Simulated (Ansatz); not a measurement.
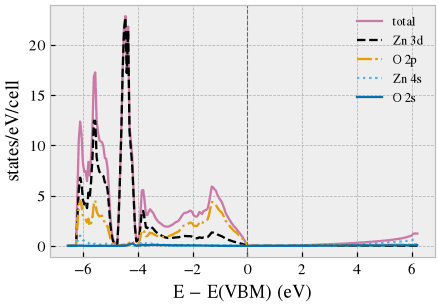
Total and projected density of states of ZnO (wurtzite, P6_3mc), the program Ansatz at the r²SCAN level (PAW)

Problem. Which orbitals carry the states next to the gap?

Solution. Top 1 eV of the valence band: O 2p 76 %, Zn 3d 22 %. Bottom 1 eV of the conduction band: Zn 4s 60 %, O 2s 21 %, O 2p 16 %. Projections are on Löwdin-orthogonalised atomic valence shells; empty p or d shells of many metals are not among them.

Problem. Where is the tallest occupied peak in this window, and what makes it?

Solution. Near -4.4 eV, about 23 states/eV per cell; the largest projected share is Zn 3d.

The r²SCAN relaxation kept the symmetry of its start; of distortions, only those at the zone centre were tested.

Potentials: the earlier of the program's two PAW sets.
